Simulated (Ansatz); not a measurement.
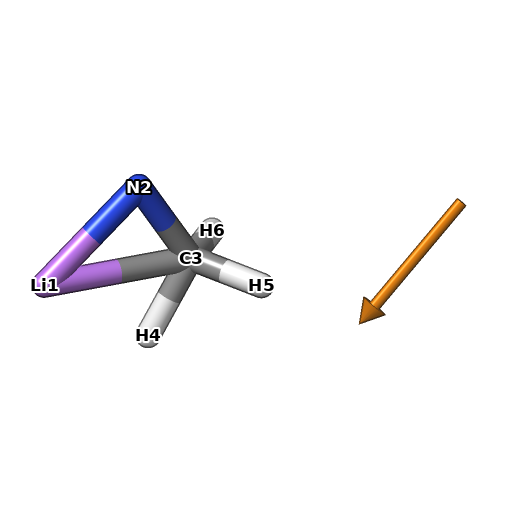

The arrow beside the molecule shows the direction of the dipole moment, from the negative to the positive end (its length means nothing). Charge 0, doublet. The geometry was computed by an optimisation with PBE0-D4/def2-TZVP. No frequency run is at hand to confirm it as a minimum. Properties computed with UKS PBE0-D4/def2-TZVP (Ansatz 0.2.0).

> How large is the dipole moment?

5.21 D; it points from the side of N2, H5, H6 to the side of Li1 (the outermost atoms at the two ends).
